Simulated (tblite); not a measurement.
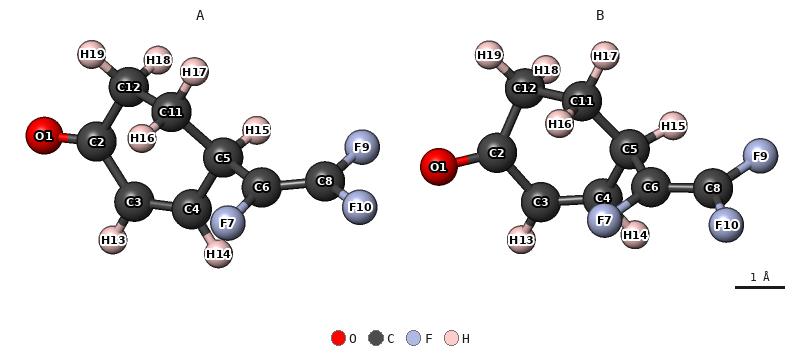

Two geometries of C$_{8}$H$_{7}$F$_{3}$O, drawn at one scale. One is the start of a relaxation, the other its converged end. The picture is a ball-and-stick view, seen from a free direction.

Computed with GFN2-xTB geometry optimisation, gas phase in tblite 0.8.0. 

Q: Which geometry has the lower energy?

A: Structure A is the relaxed one. After 85 geometry steps the energy has fallen by 76.1 kJ/mol. O1 moves most after the best rigid fit: 1.41 Å. By element the largest moves are O 1.41 Å, F 0.82 Å, H 0.77 Å, C 0.52 Å. Some distances before and after: O1–C2 1.262 → 1.209 Å, C11–H16 1.143 → 1.092 Å, C5–C11 1.493 → 1.535 Å, C8–F10 1.363 → 1.323 Å. Bond angles that change, for instance: F9–C8–F10 121.4° → 110.8°, C6–C8–F10 116.0° → 126.5°, C2–C12–C11 104.9° → 112.1°.
